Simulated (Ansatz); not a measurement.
**B3LYP/STO-3G run of F2H− (SMILES F[H-]F)**

What is the vertical ionisation energy of F2H− at B3LYP/STO-3G? 

Program for the calculation: Ansatz 0.2.0.

### 1 Starting point

F2H−: 3 atoms, total charge -1, spin state singlet. As SMILES, `F[H-]F`. The coordinates come from a PBE0-D4/def2-TZVPD relaxation.

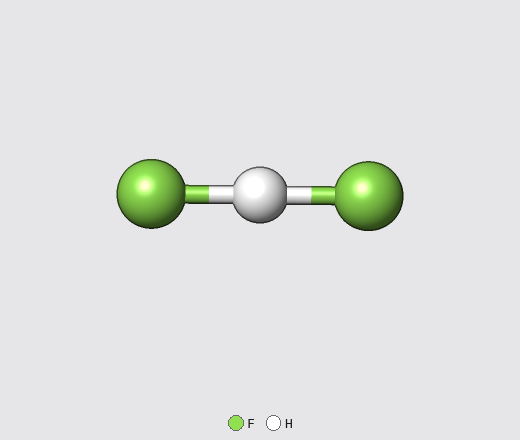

The structure, seen from a chosen angle (fluorine green, hydrogen white).

### 2 The energy at B3LYP/STO-3G

File input.yaml:

```yaml
crystal:
  periodic: [false, false, false]
  atoms:
    - {symbol: F, position_ang: [-0.973200, 0.344400, -0.491000]}
    - {symbol: H, position_ang: [-0.000000, 0.000000, -0.000000]}
    - {symbol: F, position_ang: [0.973200, -0.344400, 0.491000]}
basis:
  gaussian: {orbitals: STO-3G}
total_charge: -1
hamiltonian: {xc: {name: B3LYP}}
accuracy: high
```

Command:

```console
$ ansatz run input.yaml --threads 1 --pin off --max-ram 2610MiB --events-out events.jsonl --progress --plain --runs-dir runs
```

The program printed:

```text
Warning: RAYON_NUM_THREADS=1 ignored (pool sized by the plan → 1); use --threads N
Functional definition: B3LYP
  name "B3LYP"
  parameter a0 = 0.2
  parameter ax = 0.72
  parameter ac = 0.81
  exchange = (1 - a0 - ax)*slater_x + ax*b88_x + a0*exact_x
  correlation = (1 - ac)*vwn_rpa_c + ac*lyp_c
160 factors; integrals over basis functions are off by at most 3.7e-8 eV
mean field evaluation 1: about -5362.7596 eV, gradient 6.0e0 eV
mean field evaluation 2: about -5362.9063 eV, gradient 1.6e0 eV
mean field evaluation 4: about -5362.9160 eV, gradient 2.8e-2 eV
mean field evaluation 8: about -5362.9218 eV, gradient 2.4e-4 eV
mean field -5362.92178554 eV, -197.0837404995 hartree, gradient 1.8e-9 eV, S^2 0.000000; 0 other end points of the search recorded, 0 dependent functions left out
reference -5362.92180052 eV, -197.0837410502 hartree; 10, 10 occupied and 1, 1 virtual orbitals, 160 factors
Total energy: -5362.92180052 eV, -197.0837410502 hartree
```

Wall time 0.48 s (1 thread of Arm Neoverse V1, shared host).

### 3 Doublet neutral F2H, same level

File molecule.yaml:

```yaml
crystal:
  periodic: [false, false, false]
  atoms:
    - symbol: F
      position_ang: [-0.973200, 0.344400, -0.491000]
    - symbol: H
      position_ang: [-0.000000, 0.000000, -0.000000]
    - symbol: F
      position_ang: [0.973200, -0.344400, 0.491000]
basis:
  gaussian: {orbitals: STO-3G}
accuracy: high
hamiltonian: {xc: {name: B3LYP}}
magnetization: {spin_polarized: true, initial_magnetization: 1}
```

Command:

```console
$ ansatz run molecule.yaml --threads 1 --pin off --max-ram 2610MiB --events-out events.jsonl --progress --plain --runs-dir runs
```

The program printed:

```text
Warning: RAYON_NUM_THREADS=1 ignored (pool sized by the plan → 1); use --threads N
Functional definition: B3LYP
  name "B3LYP"
  parameter a0 = 0.2
  parameter ax = 0.72
  parameter ac = 0.81
  exchange = (1 - a0 - ax)*slater_x + ax*b88_x + a0*exact_x
  correlation = (1 - ac)*vwn_rpa_c + ac*lyp_c
160 factors; integrals over basis functions are off by at most 3.7e-8 eV
mean field evaluation 1: about -5366.0928 eV, gradient 4.1e0 eV
mean field evaluation 2: about -5366.2335 eV, gradient 1.0e0 eV
mean field evaluation 4: about -5366.2426 eV, gradient 8.2e-2 eV
mean field evaluation 8: about -5366.2427 eV, gradient 1.1e-3 eV
mean field evaluation 16: about -5366.2427 eV, gradient 1.8e-8 eV
mean field evaluation 32: about -5366.3396 eV, gradient 2.6e-4 eV
mean field -5366.33963186 eV, -197.2093440353 hartree, gradient 9.1e-9 eV, S^2 0.762011; 3 other end points of the search recorded, 0 dependent functions left out
reference -5366.33964691 eV, -197.2093445881 hartree; 10, 9 occupied and 1, 2 virtual orbitals, 160 factors
Total energy: -5366.33964691 eV, -197.2093445881 hartree
```

Run time: 2.2 s. Hardware: 1 thread of Arm Neoverse V1, shared host; peak memory 0.098 GiB.

### 4 Summary of results

At B3LYP/STO-3G:

```
                                           quantity          value
                         singlet F2H−: total energy  -197.08374 Eh
                  doublet neutral F2H: total energy  -197.20934 Eh
                          doublet neutral F2H: ⟨S²⟩          0.762
vertical ionisation energy (to the doublet neutral)      -3.418 eV
```

The species is unbound against losing an electron at this level, by 3.42 eV (−79 kcal/mol); missing correlation or diffuse functions can give that sign where the real anion is bound.
